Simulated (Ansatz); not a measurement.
# What WS2 monolayer (1T) distorts into, part 2 of 3

Wanted: the energy along a soft mode of WS2 monolayer (1T) and the structure at the end.

Ansatz 0.2.0; DFT PBEsol, scalar-relativistic, plane waves, PAW; PAW set soft_1.

So far, highest frequency on the path or at a solved wavevector (cm⁻¹): step 2 (phonons on a q mesh) 387. Also lowest frequency on the path (cm⁻¹): step 2 -212.

## (6) Relaxing from the distorted cell

Starting from the lowest point found, all atoms and the cell are let go, so that strain and other modes of the same symmetry can join in.

The input, input.yaml:

```yaml
crystal:
  lattice:
    - [4.7179496554, 2.7239095036, 0.0]
    - [0.0, 5.4478190071, 0.0]
    - [0.0, 0.0, 29.504]
  atoms:
    - { symbol: W, position: [1.5264e-06, 0.0403822033, 0.3389370976] }
    - { symbol: W, position: [0.2929511974, 0.3333338569, 0.3389370976] }
    - { symbol: W, position: [0.7070502059, 0.6262839398, 0.3389370847] }
    - { symbol: S, position: [1.0000002028, 0.3333333057, 0.398440511] }
    - { symbol: S, position: [0.3333332668, 0.6666669779, 0.3900226337] }
    - { symbol: S, position: [0.6666665305, 0.9999997164, 0.3900229549] }
    - { symbol: S, position: [0.3430407592, -0.009707092, 0.2850455346] }
    - { symbol: S, position: [0.6569594659, 0.3333335949, 0.2850454886] }
    - { symbol: S, position: [-2.252e-07, 0.6763738492, 0.2850456404] }
  periodic: [true, true, false]
kpoints:
  mp_grid: { grid: [9, 9, 1] }
hamiltonian:
  xc: pbesol
  pseudopotentials: { kind: paw, azcp: { folder: soft_1 }, xc_functional: pbe }
scf:
  occupations: { method: methfessel_paxton, width: 0.2 }
output:
  forces: true
  stress: true
  eigenvalues: true
  write_density: true
  write_potential: true
  elf: true
  volumetric_format: npy
relax:
  adjacent_minimum: "off"
  f_tol: 0.002
  max_steps: 120
  cell: { stress_2d_tol: 0.005 }
```

Run with:

```console
> ansatz run input.yaml --threads 4 --pin off --max-ram 16384MiB --backend cpu --events-out ev --progress --plain --runs-dir out
```

Numbers of over 12 decimals in the logs are rounded to 6 here.

The program printed:

```text
[...]
Crystal: 9 atoms, lattice volume = 758.328 Å³
Basis set: ecut = 420 eV, 14757 PW (Γ), exchange–correlation on 80×80×400 points (8 copies of the dense FFT grid, shifted against one another)
Bands: 48, of which v1, the nominal top of the filled ones, is band 39 counted from 1 (38 counted from 0)
Symmetry: 6 space group operations
[...]
k-points: 12 of 81 (time reversal used)
[...]
SCF iter   1: F=—  HF=-36089.509156 eV  |F-HF|=—  |Δ(HF+E_count)|=         —  Δρ=2.27e-2  dr2=4.82e0  ethr=3.10e-3  ⟨swp⟩=15.8  Hψ=4319  notcnv=0
[...]
SCF iter  11: F=-36087.866429 eV  HF=-36087.866429 eV  |F-HF|=2.46e-8  |Δ(HF+E_count)|=   4.74e-9  S|Δr|=    0.00e0  Δρ=1.64e-6  dr2=3.36e-8  ethr=1.28e-10  ⟨swp⟩=33.0  Hψ=7812  notcnv=0
SCF 1 converged in 11 iterations: F = -36087.866429 eV  dr2 = 3.36e-8
[...]
relax step   1: F+E_penalty+E_count = -36087.86642857 eV  Δ(F+E_penalty+E_count) = +0.000e0 eV  max|allowed force component| = 4.228e-1 eV/Å  Δτ_max = 0.0000 Å  P = +3.382 N/m  Ω = 758.328 Å³  fix = [c, alpha, beta]  reactions: c +0.000 N/m  (11 SCF iters, dr2 threshold 1.00e-7 eV, accepted)
Crystal: 9 atoms, lattice volume = 822.839 Å³
Basis set: ecut = 420 eV, 16155 PW (Γ), exchange–correlation on 80×80×400 points (8 copies of the dense FFT grid, shifted against one another)
[...]
iter 1 solved again at ethr=1.70e-4 eV; its pass at ethr=3.10e-3 eV (dr2=1.33e-1 eV) is discarded
[...]
SCF iter   9: F=-36087.988873 eV  HF=-36087.988873 eV  |F-HF|=3.48e-8  |Δ(HF+E_count)|=   7.23e-8  S|Δr|=    0.00e0  Δρ=2.40e-6  dr2=6.08e-8  ethr=1.15e-9  ⟨swp⟩=26.8  Hψ=7741  notcnv=0
WARN: on these k-points the computed levels leave a gap of 0.7562 eV at the electron count, 3.8 widths of the methfessel_paxton smearing (0.2000 eV); against the step filling of these same bands (every level under the gap full, every level over it empty) smearing changes F+E_penalty+E_count by +0.380 meV and its σ→0 estimate by -0.552 meV; at least one of the two is larger in size than the energy tolerance (0.100 meV [...]
SCF 2 converged in 9 iterations: F = -36087.988873 eV  dr2 = 6.08e-8
[...]
relax step   2: F+E_penalty+E_count = -36087.98887270 eV  Δ(F+E_penalty+E_count) = -1.224e-1 eV  max|allowed force component| = 8.823e-1 eV/Å  Δτ_max = 0.1086 Å  P = -1.449 N/m  Ω = 822.839 Å³  energy of the carried Pulay correction = -4.008e-3 eV  fix = [c, alpha, beta]  reactions: c -0.000 N/m  (9 SCF iters, dr2 threshold 9.00e-7 eV, accepted)
Crystal: 9 atoms, lattice volume = 805.007 Å³
Basis set: ecut = 420 eV, 15771 PW (Γ), exchange–correlation on 80×80×400 points (8 copies of the dense FFT grid, shifted against one another)
[...]
SCF iter   9: F=-36088.072771 eV  HF=-36088.072771 eV  |F-HF|=7.37e-9  |Δ(HF+E_count)|=   4.72e-8  S|Δr|=    0.00e0  Δρ=1.18e-6  dr2=2.44e-8  ethr=1.15e-9  ⟨swp⟩=26.6  Hψ=7653  notcnv=0
[...]
SCF 3 converged in 9 iterations: F = -36088.072771 eV  dr2 = 2.44e-8
relax step   3: F+E_penalty+E_count = -36088.07277081 eV  Δ(F+E_penalty+E_count) = -8.390e-2 eV  max|allowed force component| = 2.965e-1 eV/Å  Δτ_max = 0.0311 Å  P = -0.144 N/m  Ω = 805.007 Å³  energy of the carried Pulay correction = -2.933e-3 eV  fix = [c, alpha, beta]  reactions: c -0.000 N/m  (9 SCF iters, dr2 threshold 9.00e-7 eV, accepted)
[... from here on, the SCF cycles and remarks between the steps are left out ...]
relax step   4: F+E_penalty+E_count = -36088.07944956 eV  Δ(F+E_penalty+E_count) = -6.679e-3 eV  max|allowed force component| = 3.468e-2 eV/Å  Δτ_max = 0.0149 Å  P = -0.026 N/m  Ω = 807.651 Å³  energy of the carried Pulay correction = -3.094e-3 eV  fix = [c, alpha, beta]  reactions: c -0.000 N/m  (7 SCF iters, dr2 threshold 9.00e-7 eV, accepted)
relax step   5: F+E_penalty+E_count = -36088.07934334 eV  Δ(F+E_penalty+E_count) = +1.062e-4 eV  max|allowed force component| = 8.397e-2 eV/Å  Δτ_max = 0.0063 Å  P = -0.037 N/m  Ω = 807.806 Å³  energy of the carried Pulay correction = -3.103e-3 eV  fix = [c, alpha, beta]  (6 SCF iters, dr2 threshold 7.52e-8 eV, rejected (line search))
relax step   6: F+E_penalty+E_count = -36088.07954176 eV  Δ(F+E_penalty+E_count) = -9.220e-5 eV  max|allowed force component| = 2.916e-3 eV/Å  Δτ_max = 0.0024 Å  P = +0.011 N/m  Ω = 807.686 Å³  energy of the carried Pulay correction = -3.096e-3 eV  fix = [c, alpha, beta]  reactions: c +0.000 N/m  (11 SCF iters, accepted)
relax step   7: F+E_penalty+E_count = -36088.07953715 eV  Δ(F+E_penalty+E_count) = +4.610e-6 eV  max|allowed force component| = 2.564e-3 eV/Å  Δτ_max = 0.0003 Å  P = -0.008 N/m  Ω = 807.772 Å³  energy of the carried Pulay correction = -3.101e-3 eV  fix = [c, alpha, beta]  reactions: c -0.000 N/m  (6 SCF iters, dr2 threshold 5.32e-10 eV, accepted)
relax step   8: F+E_penalty+E_count = -36088.07954087 eV  Δ(F+E_penalty+E_count) = -3.725e-6 eV  max|allowed force component| = 5.307e-5 eV/Å  Δτ_max = 0.0001 Å  P = +0.000 N/m  Ω = 807.727 Å³  energy of the carried Pulay correction = -3.099e-3 eV  fix = [c, alpha, beta]  reactions: c +0.000 N/m  (6 SCF iters, dr2 threshold 4.11e-10 eV, accepted)
relax step   9: F+E_penalty+E_count = -36088.08319596 eV  Δ(F+E_penalty+E_count) = -3.655e-3 eV  max|allowed force component| = 9.047e-4 eV/Å  Δτ_max = 0.0000 Å  P = +0.009 N/m  Ω = 807.727 Å³  fix = [c, alpha, beta]  reactions: c +0.000 N/m  stress off target by 9.21e-3 N/m on what of the cell is left free  SCF on the basis re-selected at this cell (its energy is not comparable with the rows above)  (11 SCF iters)
relax step  10: F+E_penalty+E_count = -36088.08318775 eV  Δ(F+E_penalty+E_count) = +8.209e-6 eV  max|allowed force component| = 2.319e-4 eV/Å  Δτ_max = 0.0003 Å  P = -0.001 N/m  Ω = 807.894 Å³  energy of the carried Pulay correction = -9.910e-6 eV  fix = [c, alpha, beta]  reactions: c -0.000 N/m  (8 SCF iters, dr2 threshold 1.19e-10 eV, accepted)
[...]
SCF iter   1: F=—  HF=-36088.083371 eV  |F-HF|=—  |Δ(HF+E_count)|=         —  Δρ=9.99e-7  dr2=1.49e-8  ethr=6.60e-7  ⟨swp⟩=6.9  Hψ=7209  notcnv=0
eigensolver tolerance schedule: the retry pair's looser diagonalisation over-reported the residual by 34656.00 of it (diagonalisation noise at an unbounded share of the residual, at the tolerance the schedule requests for it); recorded, not acted on — ethr = c·dr2/N_el stays at c = 1.0e-1
SCF iter   2: F=—  HF=-36088.083197 eV  |F-HF|=—  |Δ(HF+E_count)|=   1.75e-4  S|Δr|=    0.00e0  Δρ=9.47e-7  dr2=2.73e-8  ethr=1.91e-11  ⟨swp⟩=7.2  Hψ=2906  notcnv=0
[...]
SCF iter  10: F=-36088.083197 eV  HF=-36088.083197 eV  |F-HF|=9.46e-11  |Δ(HF+E_count)|=  1.82e-10  S|Δr|=    0.00e0  Δρ=2.01e-9  dr2=1.09e-13  ethr=1.00e-12  ⟨swp⟩=12.7  Hψ=4321  notcnv=0
[...]
SCF 11 converged in 10 iterations: F = -36088.083197 eV  dr2 = 1.09e-13
relax step  11: F+E_penalty+E_count = -36088.08319666 eV  Δ(F+E_penalty+E_count) = -8.910e-6 eV  max|allowed force component| = 2.314e-4 eV/Å  Δτ_max = 0.0000 Å  P = -0.001 N/m  Ω = 807.894 Å³  fix = [c, alpha, beta]  reactions: c -0.000 N/m  stress off target by 8.68e-4 N/m on what of the cell is left free  SCF on the basis re-selected at this cell (its energy is not comparable with the rows above)  (10 SCF iters)
[...]
SCF converged after 10 iterations
[...]
Free energy (F): -36088.083197 eV
[...]
Internal energy: -36088.085848 eV  (E = F + TS)
E sigma→0 (E₀):  -36088.083859 eV
Entropy (-TS):   0.002651 eV (0.295 meV/atom)
Fermi energy:    -5.291472 eV
[...]
--- Forces (eV/Å), atoms counted from 1 ---
  atom   1  W     -0.00000000     0.00010526    -0.00011442
  atom   2  W     -0.00009116    -0.00005263    -0.00011442
  atom   3  W      0.00009116    -0.00005263    -0.00011442
  atom   4  S      0.00000000     0.00000000     0.00017943
  atom   5  S      0.00000000     0.00000000     0.00023144
  atom   6  S     -0.00000000    -0.00000000     0.00023144
  atom   7  S      0.00011018    -0.00006361    -0.00009970
  atom   8  S     -0.00011018    -0.00006361    -0.00009970
  atom   9  S     -0.00000000     0.00012722    -0.00009970
  max |Σ_I F_I| component: 5.13e-8 eV/Å
--- 2D stress c σ (N/m, compression-positive) ---
       -0.000868       0.000000       0.000000
        0.000000      -0.000868      -0.000000
        0.000000      -0.000000      -0.000000
  P = ½ c Tr σ = -0.0009 N/m
--- Band table (eV; the first three rows and the last of 12) ---
  k-point 0: bands = [... 35 lower, -6.0913, -6.0913, -5.8111, -5.8111, -4.9227, -4.7228, -4.7228, -3.2058, ... 5 higher]
  k-point 1: bands = [... 35 lower, -6.4014, -6.2336, -5.9079, -5.7366, -4.8792, -4.6179, -4.5474, -3.1157, ... 5 higher]
  k-point 2: bands = [... 35 lower, -6.7929, -6.3975, -5.9714, -5.7002, -4.8297, -4.4478, -4.2935, -2.9927, ... 5 higher]
  k-point 11: bands = [... 35 lower, -7.2989, -7.0052, -6.4564, -6.4564, -4.7018, -4.2550, -4.2550, -2.7154, ... 5 higher]
--- Relaxed structure (9 steps of the walk, 8 accepted, 2 SCFs on fresh bases) ---
  F+E_penalty+E_count = -36088.08319666 eV   max|allowed force component| = 2.314e-4 eV/Å   (the final SCF, on the basis selected at the relaxed cell)
  cell:  # Å, volume = 807.8941 Å³
    - [4.869699, 2.811522, 0]
    - [-2.9795918414070387e-11, 5.623044, 0]
    - [0, 0, 29.504]
  atoms:
    - { symbol: W, position: [1.3714633152578414e-17, 0.045849, 0.339041] }
    - { symbol: W, position: [0.287484, 0.333333, 0.339041] }
    - { symbol: W, position: [0.712516, 0.620818, 0.339041] }
    - { symbol: S, position: [1.0, 0.333333, 0.397253] }
    - { symbol: S, position: [0.333333, 0.666667, 0.387130] }
    - { symbol: S, position: [0.666667, 1.0, 0.387130] }
    - { symbol: S, position: [0.343894, -0.010560, 0.287266] }
    - { symbol: S, position: [0.656106, 0.333333, 0.287266] }
    - { symbol: S, position: [-3.6169854797529363e-17, 0.677227, 0.287266] }
```

The job ended after 3.2 min (4 threads of Arm Neoverse V1, shared host; peak memory 1.4 GiB).

Step by step:

```tsv
step	energy less that of the first step (eV)	largest force component (eV/Å)	volume (Å³)
1	0.0000	0.4228	758.33
2	-0.1224	0.8823	822.84
3	-0.2063	0.2965	805.01
4	-0.2130	0.0347	807.65
5	-0.2129	0.0840	807.81
6	-0.2131	0.0029	807.69
7	-0.2131	0.0026	807.77
8	-0.2131	0.0001	807.73
9*	-0.2168	0.0009	807.73
10	-0.2168	0.0002	807.89
11*	-0.2168	0.0002	807.89
```

Relaxation steps marked * repeat the geometry before them on a plane-wave basis chosen anew for their cell, so energy and pressure can jump there. Relaxation step 5 was tried and not accepted.

Forces are held to the 6 operations that the run works with; a distortion that breaks them can't arise in this run.

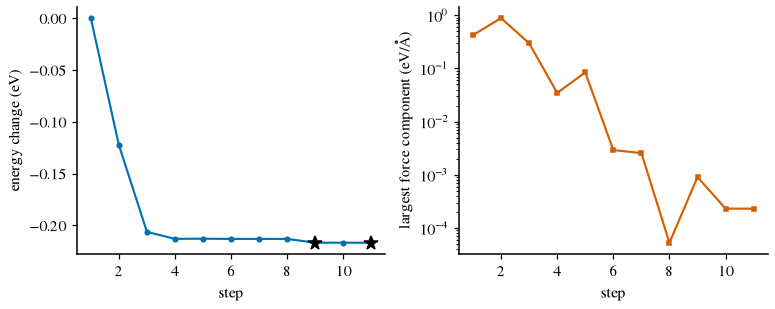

Energy and largest force along the relaxation. Stars mark steps on a basis chosen anew.

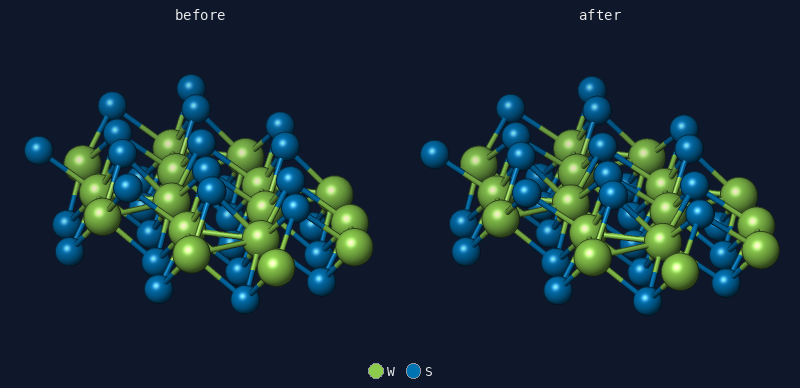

Before and after, at one scale.

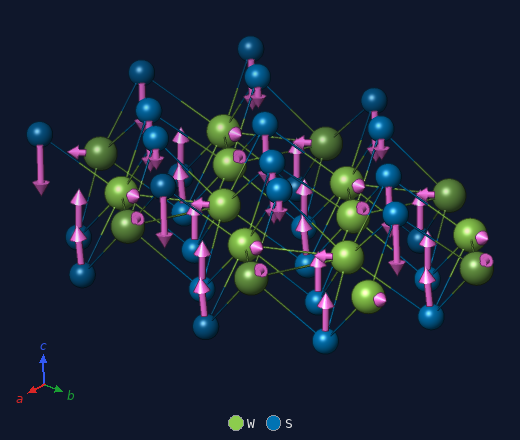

Displacements in the relaxation, exaggerated, measured against the changing cell; the longest in the cell stands for 0.09 Å. 1×2×1 cells are drawn. Some periodic images of atoms are drawn too.

```tsv
cell as run	before	after	change
a (Å)	5.448	5.623	+3.2 %
b (Å)	5.448	5.623	+3.2 %
```

The atoms that moved most (Å, along periodic axes as changes of fractional coordinates times the final cell, across vacuum about the mean position):

```tsv
atom	dx	dy	dz	length
S6	0.000	0.000	-0.085	0.085
S5	0.000	0.000	-0.085	0.085
S8	-0.004	-0.002	0.066	0.066
S7	0.004	-0.002	0.066	0.066
S9	0.000	0.005	0.066	0.066
S4	0.000	0.000	-0.035	0.035
W2	-0.027	-0.015	0.003	0.031
W1	0.000	0.031	0.003	0.031
```

Numbers from this step:

- gap on the k-mesh: 0.7775 eV
- area per atom: 3.043 Å²

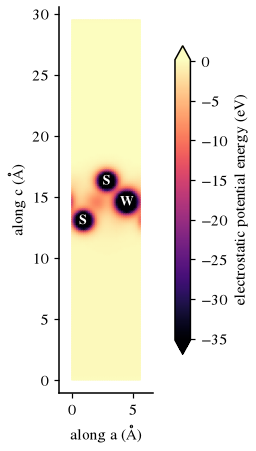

Electrostatic potential energy in the ac plane at fractional y = 0.333, with atoms of W and S within 0.2 Å of it. With pseudopotentials it is smooth inside the atoms' cores, unlike the true potential. The map starts off the cell's origin, so that atoms lie inside it.

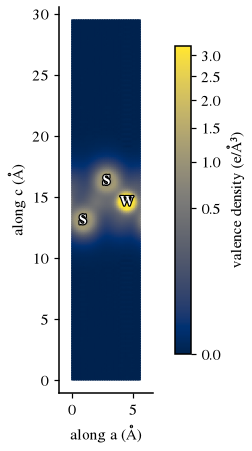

Valence density in the ac plane at fractional y = 0.333, with atoms of W and S within 0.2 Å of it. It is the smooth field of the valence electrons, not physical close to the nuclei. The map starts off the cell's origin, so that atoms lie inside it. The colour scale is stretched toward low values.

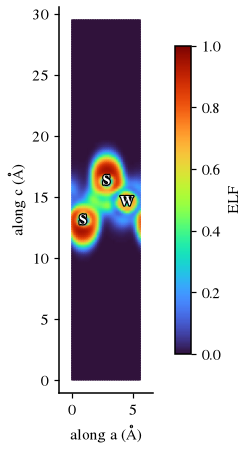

ELF in the ac plane at fractional y = 0.333, with atoms of W and S within 0.2 Å of it. It is the smooth field of the valence electrons, not physical close to the nuclei. The map starts off the cell's origin, so that atoms lie inside it.

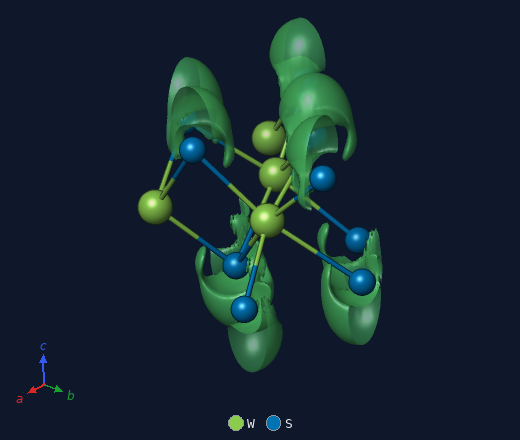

Surface of ELF = 0.85.

The distorted start has space group P31m; the relaxation ends in P31m.

## (7) The new phase in its own primitive cell

The relaxed structure is symmetrised, reduced to its primitive cell and relaxed tightly, as its phonons need.

The input, input.yaml:

```yaml
crystal:
  lattice:
    - [4.8696985391, 2.8115217625, 0.0]
    - [0.0, 5.6230435249, 0.0]
    - [0.0, 0.0, 29.504]
  atoms:
    - { symbol: W, position: [0.0, 0.0458490754, 0.339040732] }
    - { symbol: W, position: [0.2874842579, 0.3333333333, 0.339040732] }
    - { symbol: W, position: [0.7125157421, 0.6208175913, 0.339040732] }
    - { symbol: S, position: [1.0, 0.3333333333, 0.3972532824] }
    - { symbol: S, position: [0.3333333333, 0.6666666667, 0.3871296288] }
    - { symbol: S, position: [0.6666666667, 1.0, 0.3871296288] }
    - { symbol: S, position: [0.3438937066, -0.0105603733, 0.2872664357] }
    - { symbol: S, position: [0.6561062934, 0.3333333333, 0.2872664357] }
    - { symbol: S, position: [0.0, 0.6772270399, 0.2872664357] }
  periodic: [true, true, false]
kpoints:
  mp_grid: { grid: [6, 6, 1] }
hamiltonian:
  xc: pbesol
  pseudopotentials: { kind: paw, azcp: { folder: soft_1 }, xc_functional: pbe }
scf:
  occupations: { method: fixed }
output:
  forces: true
  stress: true
  eigenvalues: true
relax:
  adjacent_minimum: "off"
  f_tol: 0.001
  max_steps: 60
  cell: { stress_2d_tol: 0.002 }
```

The program printed:

```text
[...]
Crystal: 9 atoms, lattice volume = 807.894 Å³
Basis set: ecut = 420 eV, 15783 PW (Γ), exchange–correlation on 80×80×400 points (8 copies of the dense FFT grid, shifted against one another)
Bands: 48, of which v1, the nominal top of the filled ones, is band 39 counted from 1 (38 counted from 0)
Symmetry: 6 space group operations
[...]
k-points: 7 of 36 (time reversal used)
[...]
- { symbol: W, position: [0.287434, 0.333333, 0.339041] }
    - { symbol: W, position: [0.712566, 0.620767, 0.339041] }
    - { symbol: S, position: [1.0, 0.333333, 0.397257] }
    - { symbol: S, position: [0.333333, 0.666667, 0.387121] }
    - { symbol: S, position: [0.666667, 1.000000, 0.387121] }
    - { symbol: S, position: [0.343897, -0.010563, 0.287271] }
    - { symbol: S, position: [0.656103, 0.333333, 0.287271] }
    - { symbol: S, position: [0, 0.677230, 0.287271] }
[key lines of the parts left out:]
SCF converged after 11 iterations
Free energy (F): -36088.082311 eV
Fermi energy:    -5.704609 eV
P = ½ c Tr σ = 0.0000 N/m
```

It took 51 s on 4 threads; peak memory 1.2 GiB.

Little changed from the start: no atom moved by 0.005 Å and no cell edge by 0.1 %.

Numbers from this step:

```yaml
gap_on_the_k_mesh: 0.7815 eV
direct_gap_on_mesh: 0.8489 eV
```

The largest force component left is 0.054 meV/Å, within the tolerances set.

(Part 2 of 3 ends here.)

[Logs are printed without paths, hosts, clocks, repeated set-up lines and the standing remarks that a program may print on its own settings, such as how far it seeks lower states.]

[Hosts, paths, dates, database ids (printed as entryN), source tags and the programs' standing remarks are cut or masked in the printed files.]
